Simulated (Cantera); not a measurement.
Charge: 1 mol Si, 0.62 mol Cl₂, 7.7 mol H₂, at 0.100 bar.

Equilibrium computed with Cantera from the NASA thermochemical tables; the gas is ideal and each condensed phase is pure. Candidate condensed phases: Si; 19 gas species. The tables' values for SiCl₃ are old estimates; treat these amounts as uncertain. Rates play no part.

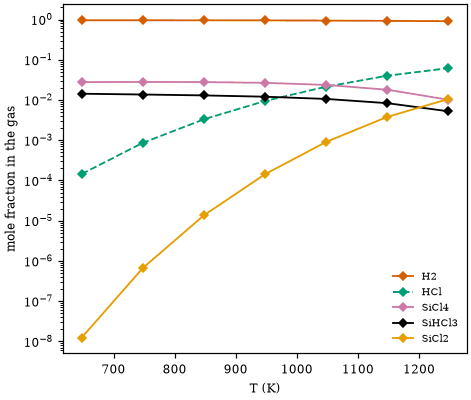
Fig. 1. Equilibrium gas composition (values under 1e-9 drawn at 1e-9)

From 648 K to 1248 K the condensed part is Si(s). The main Si-bearing gas is SiCl₄ at 648 K and SiCl₂ at 1248 K. The share of Si in condensed phases is highest at 1248 K (75.3 %) and lowest at 648 K (66.0 %).
